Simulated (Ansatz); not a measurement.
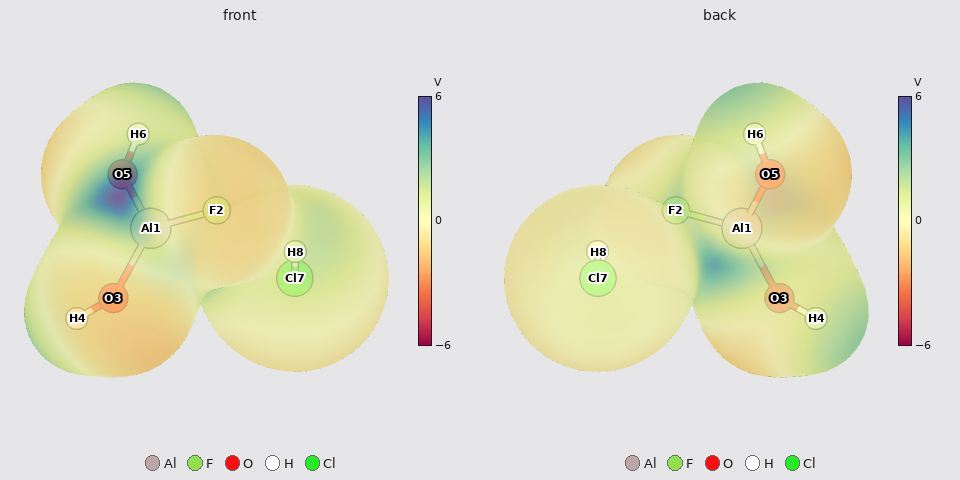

Figure. AlFH2O2···HCl. The electrostatic potential painted on the density surface at 0.002 e/bohr³, seen from the front and from behind; red is negative and blue positive.

Not at a stationary point (largest force 1.4 eV/Å).

Theory: RHF/def2-SVP in Ansatz 0.2.0.

The calculation's input:

```
crystal:
  periodic: [false, false, false]
  atoms:
    - { symbol: Al, position_ang: [0.0, 0.0, 0.0] }
    - { symbol: F, position_ang: [0.0, 0.0, 2.04] }
    - { symbol: O, position_ang: [1.5415, 0.0, -0.89] }
    - { symbol: H, position_ang: [1.8414, -0.9519, -1.0449] }
    - { symbol: O, position_ang: [-1.5415, 0.0, -0.89] }
    - { symbol: H, position_ang: [-2.0512, -0.8467, -0.6815] }
    - { symbol: Cl, position_ang: [0.1134, 2.3983, 0.7978] }
    - { symbol: H, position_ang: [0.0568, 1.202, 1.9224] }
basis:
  gaussian: { orbitals: def2-SVP }
hamiltonian:
  xc: hf
relax:
  f_tol: 0.15
  max_steps: 25
  restrain:
    - { distance: [0, 6], at: 3.43, k: 30.0 }
    - { distance: [7, 1], at: 2.12, k: 30.0 }
    - { distance: [0, 1], at: 1.69, k: 30.0 }
    - { distance: [7, 6], at: 1.37, k: 30.0 }
output:
  orbitals: {}
```

Run with:

```sh
ansatz run input.yaml --threads 1 --pin off --max-ram 2048MiB --backend cpu --events-out ev --progress --plain --runs-dir out
```

The fields are those of the run's last geometry, not of the input's.

Q: Where is the surface potential most negative and most positive?

A: The most negative region (about −1.6 V) lies over O3, the most positive (about +5.1 V) over Al1. Cl7 shows a σ-hole: about +0.4 V at the tip opposite its bond, against about −0.1 V on its flanks. O3 is the likeliest acceptor of a hydrogen bond.
